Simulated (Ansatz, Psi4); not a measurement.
**AlClF2: a line through the functionals**

The species is AlClF2 (4 atoms), meant as a singlet with charge 0. As SMILES, `[F][Al]([F])[Cl]`. The coordinates come from a PBE0-D4/def2-TZVP relaxation.

The HOMO–LUMO gap y, in eV, basis def2-SVPD; a is the functional's share of exact exchange. Programs: Ansatz 0.2.0, Psi4 1.11.

```
functional  program     a  y (eV)
    revPBE     Psi4     0    6.23
       PBE     Psi4     0    6.16
     TPSSh     Psi4   0.1    7.41
     B3LYP     Psi4   0.2       ?
   r2SCAN0   Ansatz  0.25    9.06
      PBE0     Psi4  0.25    8.48
     BHLYP     Psi4   0.5   10.40
```

Question: Fit y = c + s·a to the known rows and predict B3LYP.

Answer: 
1. Means of the 6 rows: a = 0.1833, y = 7.957.
2. Σ(Δa)² = 0.18333, Σ(Δa·Δy) = 1.5737, so the slope is 1.5737/0.18333 = 8.584.
3. Intercept: 7.957 − (8.584) × 0.1833 = 6.384. The largest residual of the fit is 0.53.
4. B3LYP: 6.384 + (8.584) × 0.2 = 8.10 eV.

The run gave 7.84 eV, so the prediction is off by +0.26 eV, within the largest residual. Exact exchange lowers occupied levels and raises empty ones. The rows mix families of semi-local functionals, which the line can't see.

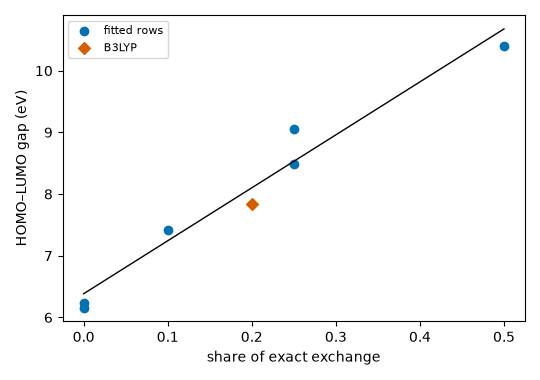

The fitted line, with the withheld row.
